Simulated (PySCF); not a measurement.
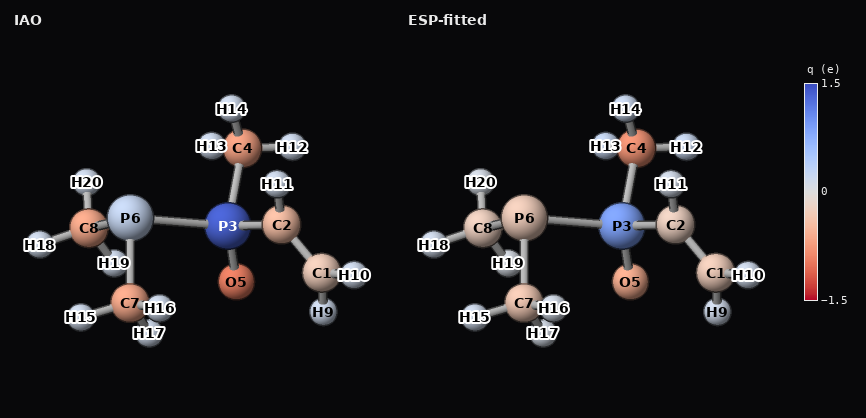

Atomic charges of one calculation by 2 schemes, on one colour scale. The computed structure is the end point of a GFN2-xTB optimisation. No frequency run is at hand to confirm it as a minimum. Method: PBE0/pcSseg-1 (PySCF 2.14.0).

> Which scheme gives the most polar picture (largest mean size of the charges)?

The IAO charges are the largest in size here.

> On which atom do the schemes disagree most?

On P6 (from −0.26 to 0.24 e).

List the charges (e), one line for each set of equivalent atoms.

| atom | IAO | ESP-fitted |
| --- | --- | --- |
| C1 | −0.27 | −0.27 |
| C2 | −0.42 | −0.21 |
| P3 | 1.33 | 0.85 |
| C4 | −0.68 | −0.78 |
| O5 | −0.92 | −0.58 |
| P6 | 0.24 | −0.26 |
| C7 | −0.61 | −0.31 |
| C8 | −0.61 | −0.23 |
| H9 | 0.17 | 0.15 |
| H10 | 0.16 | 0.16 |
| H11 | 0.16 | 0.13 |
| H12 | 0.17 | 0.22 |
| H13 | 0.17 | 0.25 |
| H14 | 0.16 | 0.20 |
| H15 | 0.16 | 0.16 |
| H16 | 0.16 | 0.11 |
| H17 | 0.16 | 0.10 |
| H18 | 0.16 | 0.14 |
| H19 | 0.16 | 0.08 |
| H20 | 0.15 | 0.09 |

The geometry is semi-empirical. Around P such bond lengths and angles can be off by a tenth of an ångström or more and by several degrees, and values that hang on the shape move with them.
